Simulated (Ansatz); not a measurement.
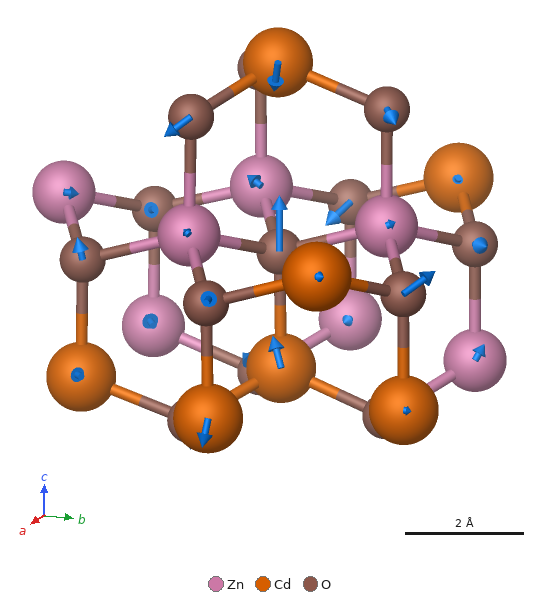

A relaxation of crystalline Zn₃₀Cd₁₈O₄₈ (a generated structure). The starting structure is drawn; blue arrows show the displacements (the part carried along by the change of the cell is left out), 3 times their true length.

A ball-and-stick model of the atoms within 4.2 Å of the atom that moves most (axes of the cell of the calculation), seen slightly off an axis.

The calculation used DFT, PBEsol, PAW, plane waves in Ansatz 0.2.0. Settings: plane-wave cutoff 420 eV; k-point mesh 1 × 1 × 1; mesh shifted by (0.25, 0.25, 0.25); no spin polarisation; cell relaxed at fixed alpha, beta, gamma; force threshold 0.03 eV/Å; at most 80 steps.

Question: What did the optimiser do to the structure, and how much energy did it gain?

Answer: The largest move relative to the cell is that of an O atom, 0.32 Å roughly along [−1 0 3]. By element the largest moves are O 0.32 Å, Cd 0.22 Å, Zn 0.17 Å. The drawn cell changes as follows: a 10.138 → 10.130 Å (−0.1 %), b 11.706 → 11.642 Å (−0.6 %), c 10.768 → 10.764 Å (0.0 %); the volume changes by −0.7 %. Among the contacts that change: Cd–O 2.027 → 2.209 Å, Cd–O 2.009 → 2.172 Å, Cd–O 2.032 → 2.185 Å, Cd–O 2.068 → 2.213 Å. Bond angles that change, for instance: O–Cd–O 105.2° → 115.4°, O–Zn–O 109.7° → 118.9°, Zn–O–Zn 110.9° → 120.0°. The space group stays P1 (No. 1). After 4 accepted moves (5 points after the start) the energy has fallen by 114 meV per atom. The largest force component goes from 2.9 to 0.0044 eV/Å. Pressure: 3.31 GPa at the start and −0.02 GPa at the end. At 1 point the geometry stayed and the basis and grid were re-selected for the new cell (energy shift of 0.3 meV per atom at most each time).
